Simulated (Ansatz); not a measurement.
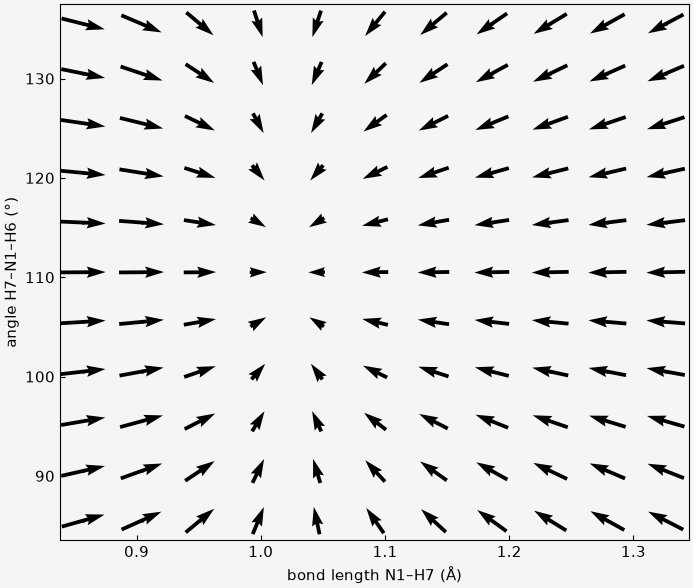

F2H2NNbS, SMILES [NH2][Nb]([F])([F])=[S]. The first coordinate is: bond length N1–H7; the second: angle H7–N1–H6. Nothing is relaxed (all other coordinates rigid). Grid: 11 × 11 points. All numbers below come from RKS PBE0-D4/def2-SVP in Ansatz 0.2.0.

In the figure: dots at the grid points, arrows along the force (downhill), their lengths compressed.

**The arrows alone are given. Where is the energy lowest?**

The arrows converge at about bond length N1–H7 = 1.020 Å, angle H7–N1–H6 = 110° (read from the interpolated surface).

The energy map of the same scan:

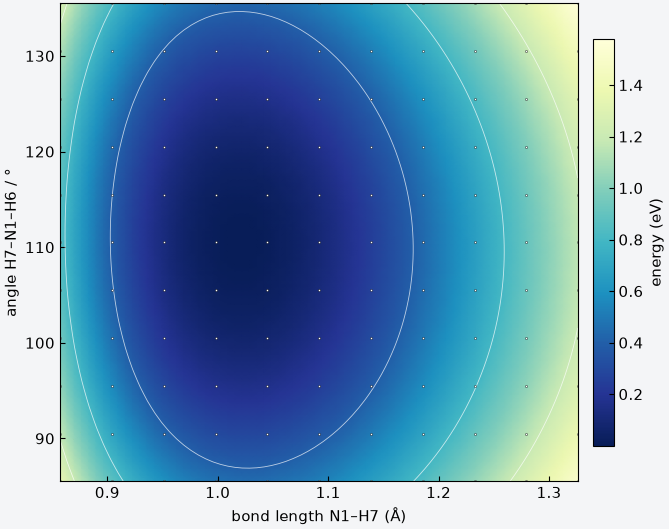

Energies are in eV, from the relaxed molecule at the same level; between grid points the surface is interpolated.
